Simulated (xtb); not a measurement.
# Geometry relaxation of AsH3 (part 2 of 2)

AsH3, SMILES [H][As]([H])[H]; GFN2-xTB, GBSA solvent thf (xtb 6.7.1). The starting geometry was optimised with GFN2-xTB.

Geometry of the input (Å):
```
As -0.0054  0.0054  0.6560
H  1.2149  -0.0291  -0.2084
H  -0.5810  1.0625  -0.2322
H  -0.6285  -1.0387  -0.2154
```

## What the program printed, continued
```
 iter      E             dE          RMSdq      gap      omega  full diag
   1     -3.9005964 -0.390060E+01  0.639E-02    6.51       0.0  T
   2     -3.9005965 -0.737463E-07  0.393E-02    6.51       1.3  T
   3     -3.9005965 -0.210823E-07  0.329E-03    6.51      15.2  T
   4     -3.9005965 -0.899883E-09  0.193E-03    6.51      25.9  T
   5     -3.9005965 -0.299525E-10  0.703E-05    6.51     711.5  T
   6     -3.9005965 -0.110578E-12  0.277E-05    6.51    1804.7  T
     SCC iter.                  ...        0 min,  0.001 sec
     gradient                   ...        0 min,  0.000 sec
 * total energy  :    -3.8839325 Eh     change       -0.2829670E-05 Eh
   gradient norm :     0.0007696 Eh/α   predicted    -0.3938717E-05 (  39.19%)
   displ. norm   :     0.0059846 α      lambda       -0.2619519E-05
   maximum displ.:     0.0046998 α      in ANC's #3, #6, #2, ...

   *** GEOMETRY OPTIMIZATION CONVERGED AFTER 3 ITERATIONS ***

------------------------------------------------------------------------
 total energy gain   :        -0.0000008 Eh       -0.0005 kcal/mol
 total RMSD          :         0.0040846 a0        0.0022 Å
 total power (kW/mol):        -0.0006565 (step)   -0.3133 (real)
------------------------------------------------------------------------

 ANCopt (total)                0 d,  0 h,  0 min,  0.006 sec
 optimizer setup                ...        0 min,  0.000 sec (  1.576%)
 model hessian                  ...        0 min,  0.000 sec (  1.505%)
 ANC generation                 ...        0 min,  0.000 sec (  1.278%)
 coordinate transformation      ...        0 min,  0.000 sec (  0.439%)
 single point calculation       ...        0 min,  0.005 sec ( 84.806%)
 optimization log               ...        0 min,  0.000 sec (  3.003%)
 hessian update                 ...        0 min,  0.000 sec (  0.208%)
 rational function              ...        0 min,  0.000 sec (  3.647%)

================
 final structure:
================
$coord
       -0.01026084554778        0.01020394551178        1.24238007352368      as
        2.30022031396378       -0.05519932048544       -0.39478420549846      h
       -1.10007191541286        2.01161276519195       -0.43970763383125      h
       -1.18990645026414       -1.96663628747929       -0.40788823419398      h
$end

 Bond Distances (Angstroems)
 ---------------------------
As1-H2=1.4989        As1-H3=1.4989        As1-H4=1.4989        H2-As1=1.4989        H3-As1=1.4989        H4-As1=1.4989
 As H  Rav=1.4989 sigma=0.0000  Rmin=1.4989  Rmax=1.4989     3

 selected bond angles (degree)
 --------------------
H3-As1-H2= 89.25               H4-As1-H2= 89.25               H4-As1-H3= 89.25

 selected dihedral angles (degree)
 ---------------------------------

           -------------------------------------------------
          |                Final Singlepoint                |
           -------------------------------------------------

          ...................................................
          :                      SETUP                      :
          :.................................................:
          :  # basis functions                  13          :
          :  # atomic orbitals                  12          :
          :  # shells                            6          :
          :  # electrons                         8          :
          :  max. iterations                   250          :
          :  Hamiltonian                  GFN2-xTB          :
          :  restarted?                      false          :
          :  GBSA solvation                   true          :
          :  PC potential                    false          :
          :  electronic temp.          300.0000000     K    :
          :  accuracy                    1.0000000          :
          :  -> integral cutoff          0.2500000E+02      :
          :  -> integral neglect         0.1000000E-07      :
          :  -> SCF convergence          0.1000000E-05 Eh   :
          :  -> wf. convergence          0.1000000E-03 e    :
          :  Broyden damping             0.4000000          :
          :  net charge                          0          :
          :  unpaired electrons                  0          :
          ...................................................

 iter      E             dE          RMSdq      gap      omega  full diag
   1     -3.9005965 -0.390060E+01  0.142E-06    6.51       0.0  T
   2     -3.9005965 -0.222045E-14  0.913E-07    6.51   54790.2  T
   3     -3.9005965 -0.222045E-14  0.160E-07    6.51  100000.0  T

   *** convergence criteria satisfied after 3 iterations ***

         #    Occupation            Energy/Eh            Energy/eV
      -------------------------------------------------------------
         1        2.0000           -0.6045393             -16.4504
         2        2.0000           -0.4442370             -12.0883
         3        2.0000           -0.4442322             -12.0882
         4        2.0000           -0.4135234             -11.2525 (HOMO)
         5                         -0.1741530              -4.7389 (LUMO)
         6                         -0.1741455              -4.7387
         7                         -0.0065521              -0.1783
         8                         -0.0065518              -0.1783
         9                         -0.0033336              -0.0907
       ...                                ...                  ...
        12                          0.7410452              20.1649
      -------------------------------------------------------------
                  HL-Gap            0.2393705 Eh            6.5136 eV
             Fermi-level           -0.2938382 Eh           -7.9957 eV

 SCC (total)                   0 d,  0 h,  0 min,  0.001 sec
 SCC setup                      ...        0 min,  0.000 sec ( 15.869%)
 Dispersion                     ...        0 min,  0.000 sec (  1.061%)
 classical contributions        ...        0 min,  0.000 sec (  0.440%)
 integral evaluation            ...        0 min,  0.000 sec ( 20.177%)
 iterations                     ...        0 min,  0.000 sec ( 32.735%)
 molecular gradient             ...        0 min,  0.000 sec ( 21.221%)
 printout                       ...        0 min,  0.000 sec (  4.695%)

         :::::::::::::::::::::::::::::::::::::::::::::::::::::
         ::                     SUMMARY                     ::
         :::::::::::::::::::::::::::::::::::::::::::::::::::::
         :: total energy              -3.883932546890 Eh    ::
         :: total w/o Gsasa/hb        -3.880184439660 Eh    ::
         :: gradient norm              0.000769508092 Eh/a0 ::
         :: HOMO-LUMO gap              6.513601942578 eV    ::
         ::.................................................::
         :: SCC energy                -3.900596474116 Eh    ::
         :: -> isotropic ES           -0.000875900888 Eh    ::
         :: -> anisotropic ES          0.000340694922 Eh    ::
         :: -> anisotropic XC          0.001169418013 Eh    ::
         :: -> dispersion             -0.000996500553 Eh    ::
         :: -> Gsolv                  -0.003800823462 Eh    ::
         ::    -> Gelec               -0.000052716232 Eh    ::
         ::    -> Gsasa               -0.007020093666 Eh    ::
         ::    -> Ghb                 -0.000127378621 Eh    ::
         ::    -> Gshift               0.003399365057 Eh    ::
         :: repulsion energy           0.016663927227 Eh    ::
         :: add. restraining           0.000000000000 Eh    ::
         :: total charge               0.000000000000 e     ::
         :::::::::::::::::::::::::::::::::::::::::::::::::::::

           -------------------------------------------------
          |                Property Printout                |
           -------------------------------------------------

    * Orbital Energies and Occupations

         #    Occupation            Energy/Eh            Energy/eV
      -------------------------------------------------------------
         1        2.0000           -0.6045393             -16.4504
         2        2.0000           -0.4442370             -12.0883
         3        2.0000           -0.4442322             -12.0882
         4        2.0000           -0.4135234             -11.2525 (HOMO)
         5                         -0.1741530              -4.7389 (LUMO)
         6                         -0.1741455              -4.7387
         7                         -0.0065521              -0.1783
         8                         -0.0065518              -0.1783
         9                         -0.0033336              -0.0907
        10                          0.2836299               7.7180
        11                          0.7410073              20.1638
        12                          0.7410452              20.1649
      -------------------------------------------------------------
                  HL-Gap            0.2393705 Eh            6.5136 eV
             Fermi-level           -0.2938382 Eh           -7.9957 eV

     #   Z          covCN         q      C6AA      α(0)
     1  33 as       2.915     0.100   211.348    26.642
     2   1 h        0.972    -0.033     3.700     3.006
     3   1 h        0.972    -0.033     3.699     3.006
     4   1 h        0.972    -0.033     3.700     3.006

 Mol. C6AA /au·bohr⁶  :        410.758532
 Mol. C8AA /au·bohr⁸  :      21749.814778
 Mol. α(0) /au        :         35.659628

Wiberg/Mayer (AO) data.
largest (>0.10) Wiberg bond orders for each atom

 ---------------------------------------------------------------------------
     #   Z sym  total        # sym  WBO       # sym  WBO       # sym  WBO
 ---------------------------------------------------------------------------
     1  33 as   2.982 --     4 h    0.994     2 h    0.994     3 h    0.994
     2   1 h    0.999 --     1 as   0.994
     3   1 h    0.999 --     1 as   0.994
     4   1 h    0.999 --     1 as   0.994
 ---------------------------------------------------------------------------

Topologies differ in total number of bonds
Writing topology from bond orders to xtbtopo.mol

molecular dipole:
                 x           y           z       tot (Debye)
 q only:       -0.001       0.001       0.166
   full:        0.001      -0.001      -0.120       0.305
molecular quadrupole (traceless):
                xx          xy          yy          xz          yz          zz
 q only:       -0.201      -0.000      -0.201      -0.005       0.005       0.403
  q+dip:        0.059      -0.000       0.059       0.001      -0.001      -0.119
   full:        0.549       0.000       0.549       0.014      -0.013      -1.098

           -------------------------------------------------
          |                Geometry Summary                 |
           -------------------------------------------------

      molecular mass/u    :       77.9454168
   center of mass at/Å    :       -0.0051491       0.0051203       0.6234329
  moments of inertia/u·Å² :        0.4468366E+01   0.4468541E+01   0.4469565E+01
rotational constants/cm⁻¹ :        0.3772661E+01   0.3772514E+01   0.3771649E+01

 * 3 selected distances

     #   Z          #   Z                                           value/Å
     1  33 as       2   1 h                                       1.4988807 (max)
     1  33 as       3   1 h                                       1.4988655 (min)
     1  33 as       4   1 h                                       1.4988750

 * 1 distinct bonds (by element types)

   Z      Z             #   av. dist./Å        max./Å        min./Å
   1 H   33 As          3     1.4988737     1.4988807     1.4988655

optimized geometry written to: xtbopt.coord

           -------------------------------------------------
          | TOTAL ENERGY               -3.883932546890 Eh   |
          | GRADIENT NORM               0.000769508092 Eh/α |
          | HOMO-LUMO GAP               6.513601942578 eV   |
           -------------------------------------------------

------------------------------------------------------------------------
------------------------------------------------------------------------
 total:
 *  cpu-time:     0 d,  0 h,  0 min,  0.028 sec
 * ratio c/w:     0.997 speedup
 SCF:
 *  cpu-time:     0 d,  0 h,  0 min,  0.003 sec
 * ratio c/w:     0.999 speedup
 ANC optimizer:
 *  cpu-time:     0 d,  0 h,  0 min,  0.009 sec
 * ratio c/w:     1.000 speedup
```

## Standard error
```
normal termination of xtb
```

## Trajectory as extended XYZ (Å, eV, eV/Å), 3 frames, from step=0 to step=2
```
4
Properties=species:S:1:pos:R:3 step=0 energy=-105.68717
As   -0.0054    0.0054    0.6560
H     1.2149   -0.0291   -0.2084
H    -0.5810    1.0625   -0.2322
H    -0.6285   -1.0387   -0.2154
4
Properties=species:S:1:pos:R:3 step=1 energy=-105.68711
As   -0.0054    0.0054    0.6604
H     1.2127   -0.0291   -0.2099
H    -0.5799    1.0605   -0.2336
H    -0.6274   -1.0368   -0.2169
4
Properties=species:S:1:pos:R:3 step=2 energy=-105.68719
As   -0.0054    0.0054    0.6574
H     1.2172   -0.0292   -0.2089
H    -0.5821    1.0645   -0.2327
H    -0.6297   -1.0407   -0.2158
```

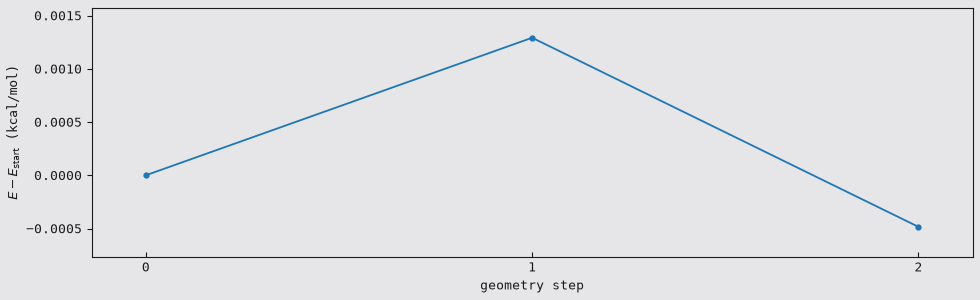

Progress of the relaxation, step by step (steps are counted from 0). No atom moves by more than 0.005 Å after the best rigid fit. After 2 geometry steps the energy has fallen by next to nothing (0.0 kcal/mol).

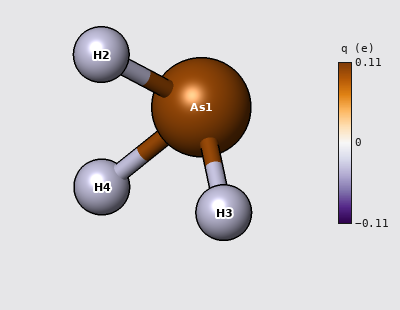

Mulliken charges, as the colour of each atom (ball-and-stick view, seen at a tilt; atoms are numbered from 1 in the order of the input). By element: As +0.10 and H −0.03 e.

## Results in brief

| quantity | value |
| --- | --- |
| outcome | converged |
| electrons treated | 8 |
| total energy | −3.883933 hartree |
| dispersion energy | −0.000997 hartree |
| solvation energy | −0.003801 hartree |
| basis functions | 13 |
| HOMO | −11.25 eV |
| LUMO | −4.74 eV |
| dipole moment | 0.31 D |
| peak memory | 0.072 GiB |

## Notes

Settings chosen away from the usual ones: method = gfn2-xtb; task = optimise; x = {"surface_grid": "tight"}; geo = {"prev": "A"}; sm = GBSA; solvent = thf.
